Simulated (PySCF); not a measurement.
SMILES C=[C]C=C (C4H5), doublet at its PBE0/def2-SVP optimised geometry (Å):

```
9

C      1.9938    -0.0005     0.0000
C      0.6893    -0.0005     0.0000
C     -0.6641    -0.0042    -0.0045
C     -1.4868     0.6762     0.8934
H      2.5726    -0.7444     0.5647
H      2.5725     0.7444    -0.5635
H     -1.1433    -0.6014    -0.7925
H     -1.0653     1.2845     1.6962
H     -2.5726     0.6108     0.8074
```

Method: unrestricted PBE0/def2-TZVP (PySCF 2.14.0). Cells within 0.4 Å of a nucleus heavier than hydrogen are left out (blank, or x).

Map of the electrostatic potential (hartree/e), clipped to [-0.08, 0.12] on the plane z = 0.8 Å:

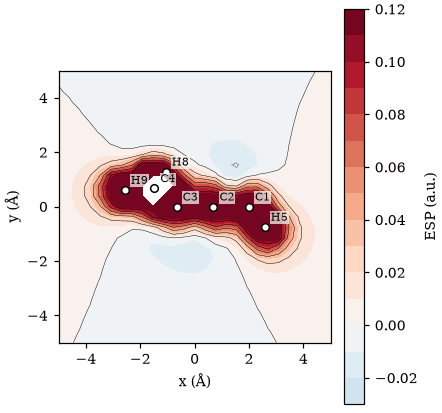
Figure: Electrostatic potential (hartree/e), clipped to [-0.08, 0.12] on the plane z = 0.8 Å.
